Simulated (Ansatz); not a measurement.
# [(Cl)3Ti]2S (Ti2SCl6): structure and electronic state

Aim: characterise [(Cl)3Ti]2S (Ti2SCl6) as a singlet: its structure, frontier levels and distribution of charge.

Computed with Ansatz 0.2.0, Gaussian basis. Level: RKS PBE0-D4/def2-TZVP.

Plan: relaxation at r2SCAN-D4/def2-SVP; a search for the lowest solution at PBE-D4/def2-SVP; a single point at PBE0-D4/def2-TZVP.

2 further runs of the same task are left out: 2 set aside as unsound or not needed.

### Step 1. Starting geometry

9 atoms, charge 0, spin multiplicity 1.

Atoms are counted from 1 here; the program's logs count them from 0.

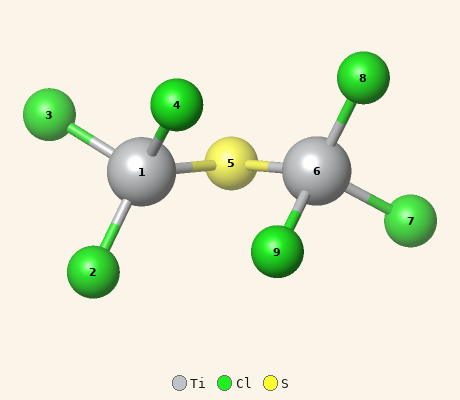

Start geometry, drawn with titanium light grey, chlorine green, sulfur yellow; atoms are numbered from 1 in the order of the file.

Geometry (Å):

```
Ti   -0.7062   -1.2420    0.7513
Cl   -0.4360   -1.1758    2.8551
Cl   -1.7027   -3.1077    0.5238
Cl   -2.1278    0.1705   -0.0106
S     1.0644   -1.2577   -0.7450
Ti    0.8681    1.0501   -0.8657
Cl    2.8153    1.7920   -1.2909
Cl   -0.2818    2.0358   -2.3521
Cl    0.5067    1.7349    1.1340
```

No spin-orbit coupling is included.

The start is a GFN2-xTB geometry.

### Step 2. Relaxation at r2SCAN-D4/def2-SVP

The input, in.yaml:

```yaml
crystal:
  periodic: [false, false, false]
  atoms:
    - {symbol: Ti, position_ang: [-0.706190, -1.242000, 0.751340]}
    - {symbol: Cl, position_ang: [-0.436050, -1.175810, 2.855110]}
    - {symbol: Cl, position_ang: [-1.702690, -3.107720, 0.523780]}
    - {symbol: Cl, position_ang: [-2.127820, 0.170460, -0.010630]}
    - {symbol: S, position_ang: [1.064430, -1.257730, -0.745010]}
    - {symbol: Ti, position_ang: [0.868060, 1.050140, -0.865670]}
    - {symbol: Cl, position_ang: [2.815320, 1.791980, -1.290860]}
    - {symbol: Cl, position_ang: [-0.281780, 2.035810, -2.352060]}
    - {symbol: Cl, position_ang: [0.506730, 1.734880, 1.134010]}
basis:
  gaussian: {orbitals: def2-SVP}
hamiltonian: {xc: r2scan, dispersion: d4}
scf: {lower_state_search: "off"}
output: {orbitals: {seedname: orbitals}}
relax: {f_tol: 0.02, max_steps: 100}
```

The run is started by

```bash
$ ansatz run in.yaml --threads 4 --pin off --events-out ev --progress --plain --max-ram 8704MiB
```

Further steps of the session: Searching for the lowest solution, PBE-D4/def2-SVP; Single point, PBE0-D4/def2-TZVP.

Q: Predict the results of all the runs planned. Wanted: point group; commonest bond; HOMO, LUMO at PBE0-D4/def2-TZVP; dipole at r2SCAN-D4/def2-SVP.

**Answer**, as computed:

```
                       quantity                            value
                    point group                               C2
                 commonest bond  Cl–Ti, 6 of mean length 2.168 Å
HOMO, LUMO at PBE0-D4/def2-TZVP                  -8.70, -4.16 eV
   dipole at r2SCAN-D4/def2-SVP                           0.07 D
```

What this shows: The molecule keeps its bonding pattern by the stored test; the atoms moved 0.27 Å (rms), and the angle Ti1–S5–Ti6 went from 88° to 102°. No usable vibrations, so a minimum isn't proven. The HOMO lies nearest to S5 63 %; Cl2, Cl8 about 9 % each and the LUMO to Ti1, Ti6 about 37 % each; S5 7 %. Whether this spin is the lowest isn't tested here. The point group is read from a loosely relaxed geometry; soft torsions can leave it below the true symmetry.
